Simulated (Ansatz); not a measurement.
## C₂H₆GeOS: molecular dynamics (part 3 of 3)

The same run, continued: C₂H₆GeOS; RKS PBE0-D4/def2-SVP (Ansatz 0.2.0). It belongs to a series of runs on one base structure; here: dynamics from the highest image of the converged band.

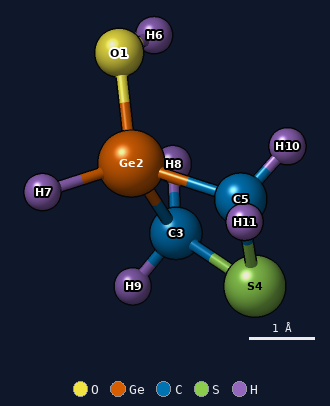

Figure 1. The geometry at step 75 of the log (ball-and-stick view, seen at a tilt; atoms are numbered from 1 in the order of the input).

## What the program printed, continued
```
md step   199: t =    99.50 fs  T =  1531.6 K  F+E_penalty+E_count = -71541.59273118 eV  E_kin = 1.781775 eV  conserved = -71539.81095610 eV  (30 SCF iters, 3 dispersion substeps)
these checks for a lower state are left out or cut short: starts, cluster_reference, orbital_swaps, neighbouring_geometries, increment
1311 factors; integrals over basis functions are off by at most 4.7e-4 eV
mean field -71541.76876243 eV, -2629.1115092669 hartree, gradient 1.0e-5 eV, S^2 0.000000; 0 other end points of the search recorded, 0 dependent functions left out
the calculation of the forces begins
reference -71541.76878889 eV, -2629.1115102391 hartree; 37, 37 occupied and 85, 85 virtual orbitals, 1311 factors
1311 factors; integrals over basis functions are off by at most 4.7e-4 eV
mean field -71541.76876243 eV, -2629.1115092669 hartree, gradient 1.0e-5 eV, S^2 0.000000; 1 other end points of the search recorded, 0 dependent functions left out
the calculation of the forces begins
reference -71541.76878889 eV, -2629.1115102391 hartree; 37, 37 occupied and 85, 85 virtual orbitals, 1311 factors
md step   200: t =   100.00 fs  T =  1881.1 K  F+E_penalty+E_count = -71542.00190167 eV  E_kin = 2.188358 eV  conserved = -71539.81354404 eV  (28 SCF iters, 3 dispersion substeps)
```

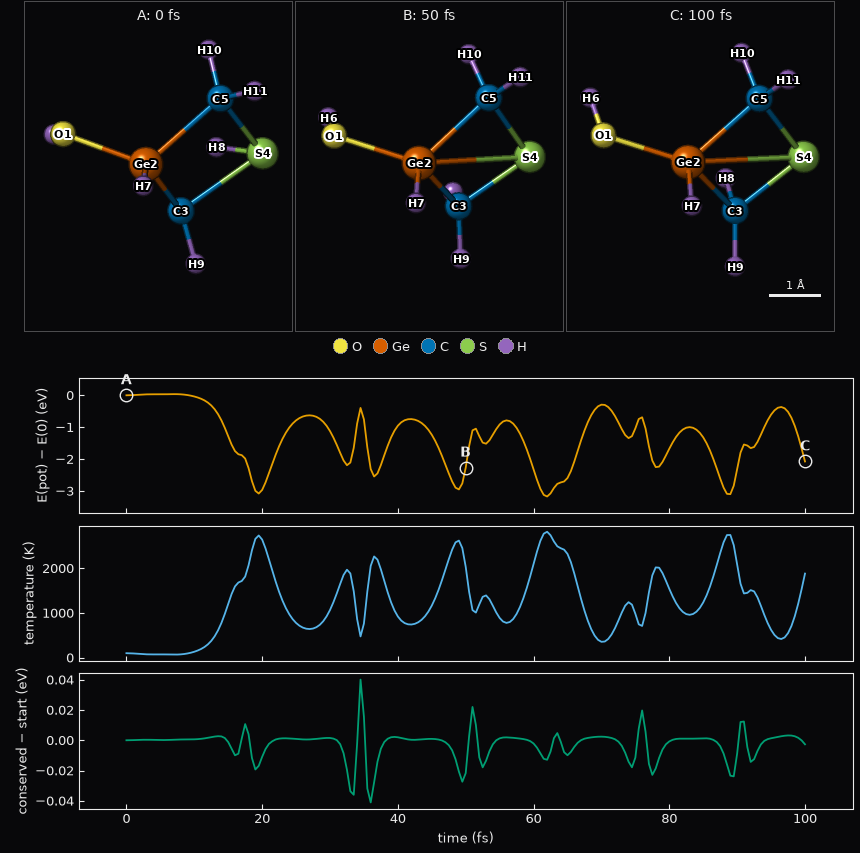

Figure 2. Frames of the molecular dynamics (ball-and-stick, seen at a tilt) above the curves, on which the letters mark them. The trajectory kept here has 201 frames over 100 fs. The temperature starts at 100 K, ranges from 69 to 2817 K and averages 1382 K over the second half. The potential energy ends 2.075 eV below its first value. The conserved quantity stays within 0.081 eV. After an unweighted best fit of the last frame on the first, the root-mean-square displacement is 0.42 Å, and H6 has moved furthest (0.81 Å).

```
Total energy: -71542.00192813 eV, -2629.1200779480 hartree
Atom 0 at    -0.313660     2.274812     0.743932 Å, force     0.030664     0.011184     0.108091 eV/Å
Atom 1 at     0.418552     0.688469     0.437023 Å, force     0.467110    -0.263312     1.061004 eV/Å
Atom 2 at    -0.238640    -1.127067     1.073011 Å, force    -4.668051     1.855687    -0.064037 eV/Å
Atom 3 at     0.019278    -1.786126    -0.523351 Å, force     2.398413    -1.399460    -3.018913 eV/Å
Atom 4 at     0.295966    -0.130363    -1.299883 Å, force    -0.683550    -0.225613    -0.746515 eV/Å
Atom 5 at    -1.125286     2.503680     0.286599 Å, force    -0.181316    -0.151541    -0.076645 eV/Å
Atom 6 at     1.847512     0.914726     0.971598 Å, force    -0.066072    -0.031580    -0.050556 eV/Å
Atom 7 at    -1.478480    -1.258884     0.761684 Å, force     2.890350     0.963042     3.247024 eV/Å
Atom 8 at     0.198789    -1.481218     2.040120 Å, force    -0.494141    -0.389779    -0.835615 eV/Å
Atom 9 at    -0.598464     0.226021    -1.853591 Å, force    -0.013231    -0.270768     0.167583 eV/Å
Atom 10 at     1.115667    -0.063489    -2.027302 Å, force     0.319825    -0.097859     0.208579 eV/Å
Dipole moment:    -0.221058     0.213643    -0.139282 e Å
```

## Trajectory as extended XYZ (Å, eV, eV/Å), 9 of the 201 frames kept, from step=0 to step=200
```
11
Properties=species:S:1:pos:R:3:forces:R:3 step=0 time_fs=0.0 energy=-71539.92720 temperature=100.0
O    -0.5091    2.1515    0.7227   -0.0073   0.0029   0.0015
Ge    0.5047    0.7096    0.4608    0.0105  -0.0032  -0.0007
C    -0.2709   -0.8806    1.1763   -0.0036  -0.0073  -0.0008
S    -0.0800   -1.8141   -0.5758    0.0039  -0.0130  -0.0001
C     0.3207   -0.1924   -1.3270    0.0152   0.0028  -0.0110
H    -1.4027    1.8673    0.9518   -0.0016   0.0054   0.0007
H     1.9269    1.2788    0.6530   -0.0006   0.0009   0.0012
H    -1.3383   -1.4813   -0.1155   -0.0151   0.0034   0.0074
H     0.1321   -1.5137    1.9792    0.0018   0.0017   0.0039
H    -0.4739    0.1322   -2.0127   -0.0020  -0.0015   0.0012
H     1.2558   -0.3142   -1.8922   -0.0011   0.0078  -0.0033
11
Properties=species:S:1:pos:R:3:forces:R:3 step=25 time_fs=12.5 energy=-71540.24518 temperature=375.1
O    -0.5237    2.1611    0.7233    0.2840  -0.3889   0.0550
Ge    0.5160    0.7179    0.4714   -0.8603  -0.2902  -1.1884
C    -0.3221   -0.8773    1.1790   -0.7103  -0.4641  -1.3507
S    -0.0644   -1.8274   -0.5921    0.8026  -0.6427  -0.4036
C     0.2914   -0.2255   -1.3679    0.8639   0.4331   0.6604
H    -1.3987    1.8262    0.9623    0.0140   0.1248  -0.0219
H     1.9533    1.2163    0.6199    0.1224   0.0131   0.2301
H    -1.2819   -1.3273    0.1420    0.5368   0.8982   2.1217
H     0.0362   -1.5101    2.0124   -0.3056   0.0567  -0.2276
H    -0.5466    0.0896   -1.9858   -0.2366   0.2135  -0.2413
H     1.2184   -0.2984   -1.9885   -0.5108   0.0464   0.3663
11
Properties=species:S:1:pos:R:3:forces:R:3 step=50 time_fs=25.0 energy=-71540.71369 temperature=776.8
O    -0.5127    2.1440    0.7291    0.3398   0.1847   0.0385
Ge    0.5145    0.7209    0.4583   -0.7304  -0.6712  -0.7014
C    -0.3574   -0.9319    1.0765   -1.8548  -0.1903   1.2780
S    -0.0218   -1.8502   -0.6009   -1.0238   1.6068   2.1102
C     0.2790   -0.1947   -1.3348    0.9484   0.2334  -0.1236
H    -1.4266    1.9292    0.9460    0.0323  -0.1722  -0.0639
H     1.9459    1.0854    0.8815   -0.0840   0.0319   0.0043
H    -1.8486   -0.4058    1.8337    2.7111  -1.1897  -2.2531
H    -0.1379   -1.5133    2.0042    0.2598   0.1648  -0.7506
H    -0.5660    0.1834   -1.9214   -0.2657   0.0007   0.0524
H     1.1615   -0.2227   -2.0193   -0.3326   0.0011   0.4092
11
Properties=species:S:1:pos:R:3:forces:R:3 step=75 time_fs=37.5 energy=-71542.11383 temperature=1974.8
O    -0.4822    2.1412    0.7416   -0.2810   0.2884   0.0580
Ge    0.5025    0.7077    0.4317    0.1497  -1.2112   1.2523
C    -0.4228   -1.0155    1.0282   -0.5009   3.4422   1.3782
S    -0.0128   -1.8140   -0.5382   -0.9110   0.9601  -0.6712
C     0.3056   -0.1335   -1.2884   -0.3863  -0.4447  -0.6340
H    -1.4210    1.9340    0.8238    0.0644   0.0992  -0.0996
H     1.8305    0.9822    1.1427    0.2171   0.1656  -0.3014
H    -1.4198   -0.3152    1.5088    1.8400  -3.2489  -1.6105
H     0.1910   -1.5753    1.7300   -0.5836   0.1209   1.1076
H    -0.6334    0.2552   -1.7362    0.3714  -0.1326  -0.1890
H     1.1341   -0.1149   -2.0012    0.0200  -0.0389  -0.2902
11
Properties=species:S:1:pos:R:3:forces:R:3 step=100 time_fs=50.0 energy=-71542.19741 temperature=2032.8
O    -0.4605    2.1587    0.7543    0.1744  -0.2030  -0.1385
Ge    0.4904    0.6764    0.4287   -0.1658   1.0830   0.8583
C    -0.3211   -0.9866    1.0338    3.3400   1.4200   1.2779
S    -0.0359   -1.7432   -0.5006    2.1962  -1.8670  -3.1959
C     0.3213   -0.1230   -1.3205   -1.4521  -0.2528  -0.2323
H    -1.3951    1.9827    0.6071   -0.0959   0.1176   0.0127
H     1.8786    1.0417    0.9763   -0.0506  -0.1867  -0.0527
H    -1.2646   -1.2203    0.9636   -6.6720   0.7653   0.5463
H    -0.1506   -1.4876    1.9626    1.6414  -0.6848   0.8768
H    -0.6054    0.2480   -1.8250    0.3483  -0.1153   0.2226
H     1.0899   -0.1375   -2.0801    0.7361  -0.0762  -0.1751
11
Properties=species:S:1:pos:R:3:forces:R:3 step=125 time_fs=62.5 energy=-71543.00349 temperature=2737.9
O    -0.4286    2.1642    0.7537    0.0682   0.3246  -0.0150
Ge    0.4715    0.6647    0.4409   -0.6197  -0.0489  -0.6155
C    -0.3980   -0.9456    1.2245    4.6905  -0.0237  -2.4275
S     0.0152   -1.7329   -0.5729   -0.6066  -0.7037   1.6123
C     0.2830   -0.1558   -1.3929    0.0714   0.7168   1.1772
H    -1.3393    2.1416    0.4347    0.1499  -0.0460   0.0576
H     1.9547    0.9178    0.7650   -0.1806  -0.0075   0.2140
H    -1.4180   -0.9659    1.3284   -2.8755  -0.0684   0.7354
H     0.2668   -1.3622    2.0182   -0.8616  -0.1918  -0.3437
H    -0.5557    0.2152   -2.0071    0.1765  -0.1637  -0.0288
H     1.2439   -0.1893   -1.9137   -0.0125   0.2124  -0.3661
11
Properties=species:S:1:pos:R:3:forces:R:3 step=150 time_fs=75.0 energy=-71540.96463 temperature=981.9
O    -0.3823    2.1924    0.7537    0.0303   0.2344   0.0980
Ge    0.4420    0.6569    0.4417    0.4542  -0.3851  -0.2415
C    -0.4474   -0.9279    1.2713    7.9129  -3.0473  -5.1035
S     0.0561   -1.7595   -0.6090   -1.7981   0.1022   1.6653
C     0.2766   -0.1291   -1.3720    1.0844  -0.0473   0.0202
H    -1.2286    2.2540    0.3031   -0.1315   0.0448  -0.0209
H     1.9237    0.8340    0.8267   -0.0560   0.2157  -0.0584
H    -0.9202   -0.4204    1.9493   -5.8931   2.1645   3.7760
H     0.3491   -1.4789    1.8598   -0.7110   0.4911  -0.5236
H    -0.4766    0.0734   -2.1294   -0.6111   0.4118   0.0867
H     1.2556   -0.0708   -1.9049   -0.2810  -0.1850   0.3016
11
Properties=species:S:1:pos:R:3:forces:R:3 step=175 time_fs=87.5 energy=-71542.53518 temperature=2338.4
O    -0.3408    2.2393    0.7558   -0.3114  -0.1736  -0.2466
Ge    0.4199    0.6527    0.4361    1.3032   2.6823   0.0760
C    -0.2459   -0.9165    1.1644   -4.9335  -4.2373   0.1553
S     0.0250   -1.7795   -0.5639    0.2103   0.8250   0.6952
C     0.3043   -0.0977   -1.3342    0.3761  -0.7287   0.1569
H    -1.1386    2.3910    0.2326    0.0593  -0.0145   0.1677
H     1.8514    0.9727    0.8893    0.0722  -0.1937   0.0345
H    -1.5291   -1.1789    1.3728    3.7821   1.4236  -0.4301
H     0.2461   -1.4992    1.9642    0.1952   0.3899  -0.1374
H    -0.5764    0.2581   -1.8658   -0.1575  -0.0477  -0.5548
H     1.2470   -0.0677   -1.9252   -0.5962   0.0748   0.0834
11
Properties=species:S:1:pos:R:3:forces:R:3 step=200 time_fs=100.0 energy=-71542.00190 temperature=1881.1
O    -0.3137    2.2748    0.7439    0.0307   0.0112   0.1081
Ge    0.4186    0.6885    0.4370    0.4671  -0.2633   1.0610
C    -0.2386   -1.1271    1.0730   -4.6681   1.8557  -0.0640
S     0.0193   -1.7861   -0.5234    2.3984  -1.3995  -3.0189
C     0.2960   -0.1304   -1.2999   -0.6836  -0.2256  -0.7465
H    -1.1253    2.5037    0.2866   -0.1813  -0.1515  -0.0766
H     1.8475    0.9147    0.9716   -0.0661  -0.0316  -0.0506
H    -1.4785   -1.2589    0.7617    2.8904   0.9630   3.2470
H     0.1988   -1.4812    2.0401   -0.4941  -0.3898  -0.8356
H    -0.5985    0.2260   -1.8536   -0.0132  -0.2708   0.1676
H     1.1157   -0.0635   -2.0273    0.3198  -0.0979   0.2086
```

The run was set up as follows.

## Input
```yaml
crystal:
  periodic: [false, false, false]
  atoms:
    - { symbol: O, position_ang: [-0.50914, 2.151493, 0.722682] }
    - { symbol: Ge, position_ang: [0.504742, 0.7096, 0.460798] }
    - { symbol: C, position_ang: [-0.27089, -0.880644, 1.176285] }
    - { symbol: S, position_ang: [-0.080008, -1.814142, -0.57579] }
    - { symbol: C, position_ang: [0.320666, -0.192368, -1.326982] }
    - { symbol: H, position_ang: [-1.402716, 1.867316, 0.951839] }
    - { symbol: H, position_ang: [1.92689, 1.278811, 0.65298] }
    - { symbol: H, position_ang: [-1.338308, -1.481264, -0.11554] }
    - { symbol: H, position_ang: [0.132107, -1.513711, 1.979182] }
    - { symbol: H, position_ang: [-0.473876, 0.132182, -2.012726] }
    - { symbol: H, position_ang: [1.255834, -0.314173, -1.892226] }
basis:
  gaussian: { orbitals: def2-SVP }
hamiltonian:
  xc: pbe0
  dispersion: d4
md:
  timestep: 0.5
  n_steps: 200
  ensemble: nve
  temperature: 100.0
  initial_velocities: maxwell_boltzmann
  seed: 5433
```

Run as:
```bash
ansatz run input.yaml --threads 2 --pin off --max-ram 3072MiB --backend cpu --events-out ev --progress --plain --runs-dir out
```

## Key numbers

| quantity | value |
| --- | --- |
| outcome | finished |
| mean temperature over the second half | 1382 K |
| trajectory | 200 steps, 100 fs |
| ensemble | nve |
| temperature in the input | 100.0 K |
| time step | 0.5 fs |
| potential energy (last step) | −71542.0019 eV |
| mean-field energy (last step) | −71541.7688 eV |
| largest force (length of the vector) (last step) | 5.024 eV/Å |
| hardware | 2 threads of Intel Xeon (Sapphire Rapids), 16 GiB of memory available, shared host |
| wall time | 13 min (CPU time 25 min) |
| peak memory | 0.33 GiB |

## Remarks

So short a trajectory is not equilibrated.
